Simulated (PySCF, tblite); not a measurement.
**CH10FNSi3: geometry, infrared bands and NMR shifts**

Wanted: the infrared bands and NMR shifts of CH10FNSi3 (`F[SiH2]N([SiH3])C[SiH3]`), by calculation.

The runs use tblite 0.8.0 and PySCF 2.14.0, with density-fitted response routines of our own; the level of theory stands in each step. All values are computed, except where a source is named. Atoms are numbered from 0 throughout.

### Step 1. Starting geometry

16 atoms, charge 0, multiplicity 1; geometry from: force field or distance geometry start.

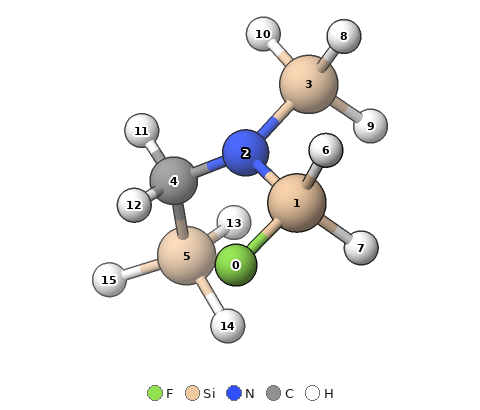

As it starts; fluorine green, silicon light orange, nitrogen blue, carbon grey, hydrogen white, atoms numbered.

### Step 2. Relaxing the molecule with GFN2-xTB

The job: settings as JSON, then the geometry in Å.

```
{"job": {"kind": "relax", "xc": "GFN2-xTB", "basis": "xTB"}, "charge": 0, "multiplicity": 1}
F     -0.346400    -2.346900    -1.343800
Si    -1.307100    -1.254000    -0.651300
N     -0.377000     0.174300    -0.529200
Si    -1.407600     1.359700     0.154700
C      1.090600     0.235200    -0.551800
Si     1.973300    -0.239800     1.033900
H     -2.505800    -1.053900    -1.485200
H     -1.637200    -1.734500     0.722200
H     -2.665700     1.474200    -0.598700
H     -1.664300     0.996500     1.582900
H     -0.686100     2.640400     0.113700
H      1.408700     1.247100    -0.833800
H      1.465300    -0.406600    -1.353400
H      1.592200     0.687200     2.129800
H      1.611200    -1.611800     1.451500
H      3.448100    -0.157900     0.865200
```

On the command line:

```
$ OMP_NUM_THREADS=1 python probes_run.py task.json out
```

This one command runs all jobs of the session in turn.

What it wrote:

```text
step      E/eV     max force
  0    -549.31968    1.360
  1    -549.37751    0.573
  2    -549.40570    0.352
  3    -549.42102    0.390
  4    -549.44605    0.484
  5    -549.46923    0.423
  6    -549.48595    0.276
  7    -549.49429    0.216
  8    -549.50145    0.228
  9    -549.51189    0.324
 10    -549.52508    0.338
 11    -549.53681    0.235
 12    -549.54554    0.217
 13    -549.55293    0.282
 14    -549.56014    0.267
 15    -549.56658    0.210
 16    -549.57036    0.149
 17    -549.57247    0.134
 18    -549.57455    0.138
 19    -549.57667    0.166
 20    -549.57844    0.128
 21    -549.57980    0.077
 22    -549.58089    0.077
 23    -549.58172    0.074
 24    -549.58228    0.058
 25    -549.58265    0.049
 26    -549.58300    0.056
 27    -549.58335    0.053
 28    -549.58361    0.038
 29    -549.58375    0.024
 30    -549.58384    0.019
 31    -549.58392    0.023
 32    -549.58399    0.025
 33    -549.58409    0.027
 34    -549.58423    0.040
 35    -549.58446    0.048
 36    -549.58475    0.042
 37    -549.58503    0.039
 38    -549.58526    0.044
 39    -549.58554    0.056
 40    -549.58606    0.076
 41    -549.58695    0.093
 42    -549.58797    0.081
 43    -549.58859    0.050
 44    -549.58896    0.055
 45    -549.58931    0.062
 46    -549.58999    0.068
 47    -549.59125    0.096
 48    -549.59304    0.115
 49    -549.59457    0.089
 50    -549.59555    0.059
 51    -549.59590    0.063
 52    -549.59567    0.138
 53    -549.59654    0.055
 54    -549.59697    0.044
 55    -549.59814    0.045
 56    -549.59859    0.058
 57    -549.59888    0.053
 58    -549.59926    0.041
 59    -549.59967    0.045
 60    -549.59997    0.043
 61    -549.60022    0.036
 62    -549.60041    0.027
 63    -549.60059    0.038
 64    -549.60077    0.035
 65    -549.60088    0.020
 66    -549.60092    0.018
 67    -549.60094    0.012
 68    -549.60096    0.010
 69    -549.60100    0.010
 70    -549.60103    0.012
 71    -549.60107    0.015
 72    -549.60109    0.014
 73    -549.60111    0.010
 74    -549.60113    0.009
```

It took 0.84 s on 1 thread of Arm Neoverse N1, shared host; peak memory 0.18 GiB.

Step by step: (not every step is listed)

| step | energy from step 0 (eV) | largest force (eV/Å) |
| --- | --- | --- |
| 0 | 0.0000 | 1.3601 |
| 1 | -0.0578 | 0.5730 |
| 2 | -0.0860 | 0.3518 |
| 3 | -0.1013 | 0.3904 |
| 4 | -0.1264 | 0.4836 |
| 5 | -0.1496 | 0.4227 |
| 6 | -0.1663 | 0.2760 |
| 7 | -0.1746 | 0.2162 |
| 8 | -0.1818 | 0.2278 |
| 14 | -0.2405 | 0.2670 |
| 20 | -0.2588 | 0.1279 |
| 26 | -0.2633 | 0.0564 |
| 32 | -0.2643 | 0.0249 |
| 38 | -0.2656 | 0.0444 |
| 44 | -0.2693 | 0.0548 |
| 50 | -0.2759 | 0.0594 |
| 56 | -0.2789 | 0.0576 |
| 62 | -0.2807 | 0.0269 |
| 68 | -0.2813 | 0.0104 |
| 69 | -0.2813 | 0.0100 |
| 70 | -0.2814 | 0.0119 |
| 71 | -0.2814 | 0.0151 |
| 72 | -0.2814 | 0.0145 |
| 73 | -0.2814 | 0.0105 |
| 74 | -0.2815 | 0.0086 |

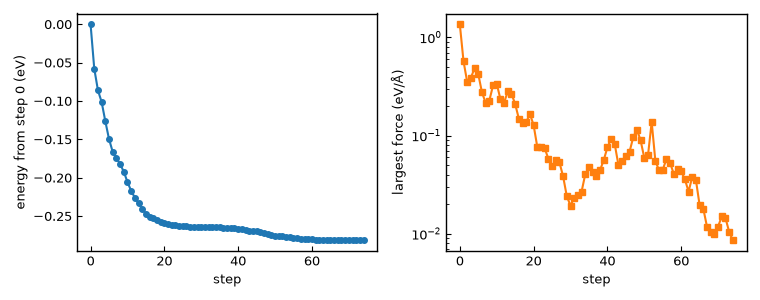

Energy and force, step by step.

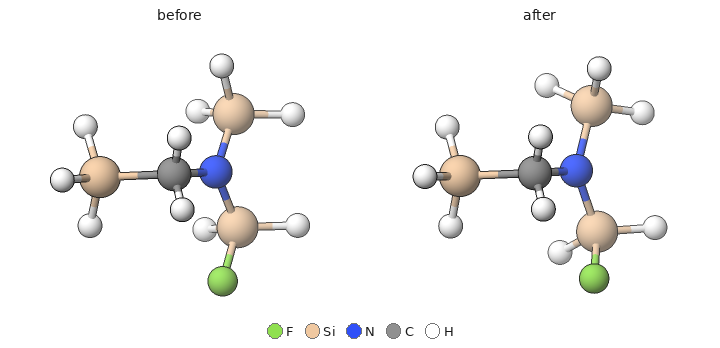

The geometry before (left) and after (right).

Close pairs (by a distance rule), those that changed most:

| bond | before (Å) | after (Å) | change (Å) |
| --- | --- | --- | --- |
| Si1–H7 | 1.492 | 1.458 | -0.034 |
| C4–Si5 | 1.876 | 1.907 | +0.031 |
| Si3–H9 | 1.496 | 1.469 | -0.027 |
| Si1–H6 | 1.474 | 1.450 | -0.024 |
| N2–Si3 | 1.713 | 1.735 | +0.022 |
| Si5–H15 | 1.487 | 1.465 | -0.022 |
| Si5–H13 | 1.485 | 1.465 | -0.020 |
| Si5–H14 | 1.479 | 1.464 | -0.015 |

The end geometry stands in the next job.

### Step 3. Harmonic vibrations with GFN2-xTB

The job: settings as JSON, then the geometry in Å.

```
{"job": {"kind": "ir", "xc": "GFN2-xTB", "basis": "xTB"}, "charge": 0, "multiplicity": 1}
F     -0.304783    -2.182182    -1.736235
Si    -1.242198    -1.366750    -0.711888
N     -0.473715     0.150843    -0.436410
Si    -1.307849     1.544608     0.174718
C      0.987046     0.205560    -0.465151
Si     1.850639    -0.280343     1.163926
H     -2.494933    -1.151541    -1.409689
H     -1.303832    -2.235183     0.458005
H     -2.706788     1.379827    -0.203551
H     -1.183558     1.647055     1.634965
H     -0.693491     2.714620    -0.456890
H      1.284934     1.220165    -0.745704
H      1.340441    -0.451389    -1.263815
H      1.414414     0.607794     2.243987
H      1.534064    -1.667162     1.509012
H      3.292008    -0.126979     0.951405
```

What it wrote:

```text
mode    cm-1     km/mol
  1      29.0      1.82
  2      45.8      0.46
  3      75.8      1.27
  4     109.0      0.30
  5     140.6      0.98
  6     178.0      7.52
  7     235.3      5.51
  8     296.7      4.02
  9     320.3      2.46
 10     497.6     29.65
 11     509.6     16.17
 12     536.1     70.11
 13     558.9     78.34
 14     580.1     60.52
 15     590.4     31.57
 16     637.6    100.87
 17     733.7     75.44
 18     738.5     50.68
 19     750.9    132.56
 20     759.5     29.22
 21     773.4    296.44
 22     779.4    410.30
 23     788.5    159.75
 24     790.9      9.36
 25     800.1    527.45
 26     818.4    464.67
 27     827.6    176.54
 28     996.9    259.17
 29    1140.1    128.81
 30    1247.7    100.96
 31    1280.0      3.08
 32    1482.5      0.41
 33    2198.4    264.05
 34    2242.5    177.42
 35    2256.4    431.12
 36    2258.4    331.13
 37    2265.7    138.31
 38    2292.7    405.50
 39    2296.2    308.78
 40    2372.6    290.94
 41    2921.1     50.47
 42    2948.5     30.48
```

It took 0.94 s on 1 thread of Arm Neoverse N1, shared host; peak memory 0.18 GiB.

The strongest bands and the atoms that carry them (share of the mass-weighted mode):

| cm⁻¹ | km/mol | atoms |
| --- | --- | --- |
| 773 | 296.4 | H7 23 %, H6 21 %, H13 16 %, H15 12 % |
| 779 | 410.3 | H14 16 %, H9 15 %, H15 12 %, H13 11 % |
| 800 | 527.5 | H9 26 %, H10 16 %, H13 11 % |
| 818 | 464.7 | F0 45 %, Si1 35 % |
| 2256 | 431.1 | H15 85 % |
| 2258 | 331.1 | H13 78 %, H15 11 % |
| 2293 | 405.5 | H7 72 %, H8 15 % |
| 2296 | 308.8 | H8 80 %, H7 16 % |

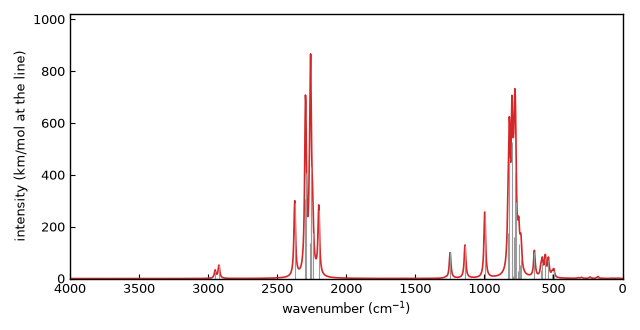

The infrared spectrum from these modes, unscaled. Lines are broadened to a width of 14 cm⁻¹ (Lorentzian).

### Step 4. Shielding tensors: PBE0/pcSseg-1

The job, as its differences from that of step 3:

```diff
@@ -1,2 +1,2 @@
-{"job": {"kind": "ir", "xc": "GFN2-xTB", "basis": "xTB"}, "charge": 0, "multiplicity": 1}
+{"job": {"kind": "nmr", "xc": "PBE0", "basis": "pcSseg-1"}, "charge": 0, "multiplicity": 1}
 F     -0.304783    -2.182182    -1.736235
```

Method: GIAO PBE0/pcSseg-1 NMR shielding, non-relativistic, gas phase.

What it wrote:

```text
coarse grid: 14312 points
cycle   1  E = -1066.5283459914  dE =  2.638e-01  |g| = 6.176e-01  |ddm| = 3.543e+00
cycle   2  E = -1066.4509357745  dE =  7.741e-02  |g| = 9.241e-01  |ddm| = 1.199e+00
cycle   3  E = -1066.5955697441  dE = -1.446e-01  |g| = 4.544e-02  |ddm| = 7.654e-01
cycle   4  E = -1066.5958809515  dE = -3.112e-04  |g| = 2.193e-02  |ddm| = 6.400e-02
cycle   5  E = -1066.5959604131  dE = -7.946e-05  |g| = 1.090e-02  |ddm| = 2.749e-02
cycle   6  E = -1066.5959817252  dE = -2.131e-05  |g| = 8.710e-04  |ddm| = 7.962e-03
cycle   7  E = -1066.5959818799  dE = -1.547e-07  |g| = 3.691e-04  |ddm| = 1.343e-03
final grid: 123304 points
cycle   8  E = -1066.6320020964  dE = -2.107e-05  |g| = 5.904e-03  |ddm| = 1.799e-02
cycle   9  E = -1066.6319924516  dE =  9.645e-06  |g| = 8.642e-03  |ddm| = 1.318e-02
cycle  10  E = -1066.6320102231  dE = -1.777e-05  |g| = 7.818e-04  |ddm| = 8.299e-03
cycle  11  E = -1066.6320103304  dE = -1.073e-07  |g| = 2.523e-04  |ddm| = 7.075e-04
cycle  12  E = -1066.6320103433  dE = -1.284e-08  |g| = 3.167e-05  |ddm| = 1.958e-04
cycle  13  E = -1066.6320103434  dE = -1.255e-10  |g| = 1.898e-05  |ddm| = 4.192e-05
converged SCF energy = -1066.6320103434

GIAO shielding tensors (ppm)
atom      isotropic    diamagn.    paramagn.     s11        s22        s33       span
  0 F      371.762     469.969     -98.207    323.145    373.645    418.496     95.351
  1 Si     366.016     879.545    -513.529    349.523    357.194    391.331     41.808
  2 N      250.089     330.206     -80.117    226.007    256.071    268.190     42.182
  3 Si     404.256     881.155    -476.900    349.835    386.826    476.106    126.272
  4 C      156.852     247.979     -91.127    127.715    146.688    196.151     68.436
  5 Si     436.989     880.253    -443.264    417.142    430.016    463.808     46.665
  6 H       26.708      29.873      -3.165     22.769     25.009     32.347      9.578
  7 H       26.377      30.246      -3.868     23.038     24.362     31.732      8.694
  8 H       27.087      30.189      -3.102     23.519     25.614     32.127      8.609
  9 H       26.893      30.194      -3.301     22.811     25.507     32.362      9.551
 10 H       27.123      30.052      -2.928     23.799     25.140     32.431      8.632
 11 H       29.027      31.347      -2.320     23.839     28.584     34.657     10.817
 12 H       28.066      30.999      -2.933     22.406     28.406     33.385     10.979
 13 H       27.643      29.707      -2.064     23.739     26.981     32.210      8.471
 14 H       27.716      29.714      -1.998     23.901     26.948     32.298      8.397
 15 H       28.071      28.870      -0.799     24.879     25.331     34.003      9.123
```

Wall time 44 s (1 thread of Arm Neoverse N1, shared host); peak memory 0.8 GiB.

Shifts follow as δ = σ(reference) − σ, with reference shieldings (ppm) from runs at the same level and on the same kind of geometry: 1H TMS 31.72, 13C TMS 186.9, 29Si TMS 349.2, 19F CFCl3 170.9, 15N NH3 267.7. The references are single molecules in the gas phase, so shifts against H2O, NH3, PH3, H3PO4 or CFCl3 are not on the usual liquid scales and can be off by tens of ppm. Atoms listed in one row are averaged.

| atoms | environment | σ (ppm) | δ (ppm) | δ scaled to CDCl3 |
| --- | --- | --- | --- | --- |
| C4 | sp3 CH2 bonded to N and Si | 156.9 | 30.1 | 27.4 |
| H6, H7 | hydrogen on a silicon bonded to F, N | 26.54 | 5.17 | – |
| H8, H9, H10 | hydrogen on a silicon bonded to N | 27.03 | 4.68 | – |
| H13, H14, H15 | hydrogen on a silicon bonded to C | 27.81 | 3.91 | – |
| H11, H12 | hydrogen on an sp3 CH2 bonded to N and Si | 28.55 | 3.17 | 3.09 |
| F0 | fluorine bonded to Si | 371.8 | -200.8 | – |
| Si1 | silicon bonded to F, N, 2 H | 366.0 | -16.9 | – |
| Si3 | silicon bonded to N, 3 H | 404.3 | -55.1 | – |
| Si5 | silicon bonded to C, 3 H | 437.0 | -87.8 | – |
| N2 | nitrogen bonded to C, 2 Si | 250.1 | 17.6 | – |

The scaled column applies a straight-line fit of computed shieldings to shifts measured in CDCl3, and one for carbons that bear F (root-mean-square error 0.16 ppm for H, 1.9 ppm for C).

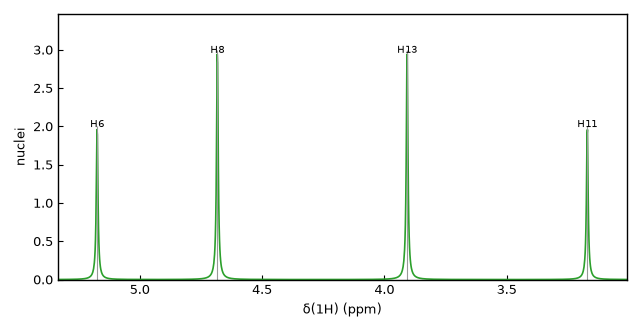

1H lines at the computed shifts, without couplings. Lines are broadened to a width of 0.01 ppm (Lorentzian).

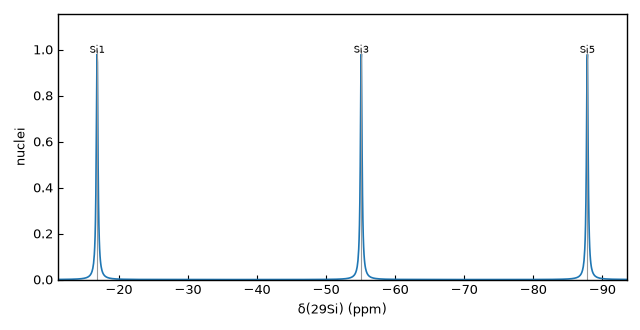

29Si lines at the computed shifts, without couplings. Lines are broadened to a width of 0.28 ppm (Lorentzian).

The run also stored atomic charges by several schemes (e):

| atoms | Mulliken | IAO | Hirshfeld | ESP fit |
| --- | --- | --- | --- | --- |
| F0 | -0.43 | -0.54 | -0.20 | -0.30 |
| Si1 | 1.00 | 1.18 | 0.44 | 0.69 |
| N2 | -0.93 | -0.79 | -0.26 | -0.47 |
| Si3 | 0.63 | 0.74 | 0.35 | 0.45 |
| C4 | -0.29 | -0.42 | -0.11 | -0.16 |
| Si5 | 0.48 | 0.58 | 0.31 | 0.38 |

ESP fit charges:

F0 -0.30; Si1 0.69; N2 -0.47; Si3 0.45; C4 -0.16; Si5 0.38; H6 -0.11; H7 -0.12; H8 -0.09; H9 -0.10; H10 -0.09; H11 0.10; H12 0.11; H13 -0.10; H14 -0.09; H15 -0.11

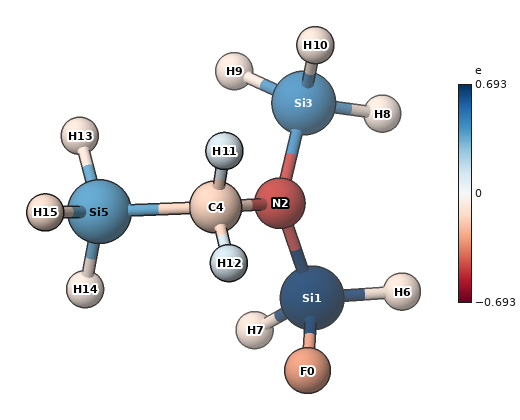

ESP fit charges, as colours on the atoms.

Mayer bond orders: F0–Si1 0.91, Si1–N2 0.96, N2–Si3 0.93, N2–C4 0.88, C4–Si5 0.92.

### Step 5. Summary of results

```
                                                              quantity                       value
                             strongest single infrared mode (GFN2-xTB)        800 cm⁻¹, 527 km/mol
                                          zero-point energy (GFN2-xTB)               63.0 kcal/mol
                                13C shifts against TMS (PBE0/pcSseg-1)                    30.1 ppm
1H shifts against TMS (PBE0/pcSseg-1, means over atoms taken as alike)  5.17, 4.68, 3.91, 3.17 ppm
                              19F shifts against CFCl3 (PBE0/pcSseg-1)                  -200.8 ppm
                               29Si shifts against TMS (PBE0/pcSseg-1)     -16.9, -55.1, -87.8 ppm
                                15N shifts against NH3 (PBE0/pcSseg-1)                    17.6 ppm
```

**Reading.** Relaxing lowered the energy by 0.281 eV in 74 steps; the close pair that moved most is Si1–H7, from 1.492 to 1.458 Å. All 42 modes are real, so the xTB geometry is a minimum. The strongest single mode, at 800 cm⁻¹, is spread over many atoms; the largest shares are those of H9, H10. Unscaled tight-binding wavenumbers are off by several per cent, some by more. Its intensities can rank the bands wrongly. At PBE0/pcSseg-1: Shielding is most anisotropic at Si3 (span 126 ppm, paramagnetic term -477 ppm).
